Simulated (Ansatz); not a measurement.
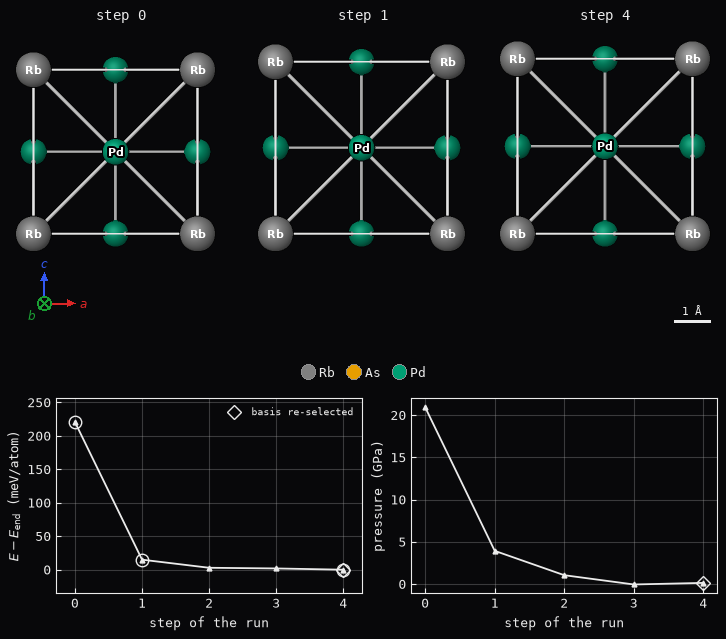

Frames of a relaxation of solid RbAsPd$_{3}$ (a generated structure, set up in Pm-3m) (coarse preliminary run), marked on the history of the run. A ball-and-stick model of the cell of the calculation, seen along the b axis.

All numbers below come from DFT PBE, scalar-relativistic, plane waves, PAW (Ansatz 0.2.0). (plane-wave cutoff 420 eV; k-point mesh 4 × 4 × 4; occupations gaussian; smearing width 0.1 eV; no spin polarisation; cell and atoms relaxed; force threshold 0.04 eV/Å; at most 70 steps)

> What happens along the run?

The atoms keep their places relative to the cell (all moves are under 0.005 Å). The drawn cell changes as follows: a = b = c 4.559 → 4.864 Å (+6.7 %); the volume changes by +21.4 %. Some distances before and after: As–Rb 3.948 → 4.212 Å, Pd–Rb 3.224 → 3.439 Å, As–Pd 2.280 → 2.432 Å. The space group stays Pm-3m (No. 221). Over 3 accepted moves (4 points after the start) the energy falls by 221 meV per atom. All forces vanish by symmetry, so only the cell relaxes. Pressure: 20.93 GPa at the start and 0.14 GPa at the end. At 1 point the geometry stayed and the basis and grid were re-selected for the new cell (energy shift of 1.9 meV per atom at most each time). The run took 17 s on 1 thread of Arm Neoverse V2, on a shared host, peak memory 0.39 GiB. From step 0 to 1: volume +15.3 %, energy −206 meV per atom. From step 1 to 4: volume +5.3 %, energy −15.0 meV per atom.
